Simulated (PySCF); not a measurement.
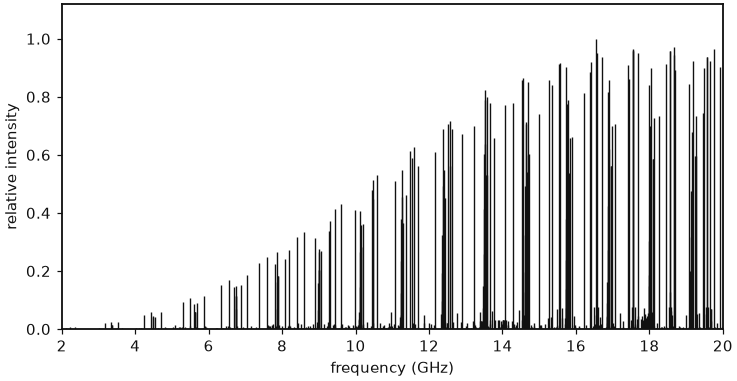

Simulated rotational absorption lines between 2 and 20 GHz at 5 K: rigid rotor with the equilibrium constants and dipole of one optimised conformer (PBE0-D3(BJ)/def2-SVP, PySCF), commonest isotopes; no centrifugal distortion, hyperfine structure, internal rotation or nuclear-spin weights; lines within 1 MHz of each other are summed.

Which molecule gives this spectrum?
A. C₆H₇F₃Si, SMILES FC(F)=C(F)/C=C/[C@@H]1C[SiH2]1
B. C₅H₆Cl₂Si, SMILES ClC(Cl)C1=CC=C[SiH2]1
C. C₈H₈SSi, SMILES C1=C[SiH2]C(c2cccs2)=C1

Answer. Option C. Rotational constants A, B, C = 2.570, 0.6191, 0.5019 GHz, |μa|, |μb|, |μc| = 0.26, 0.08, 0.01 D.

Note: coarse grid, loose stop and no frequency check, small forces are noise and the end may be a saddle.
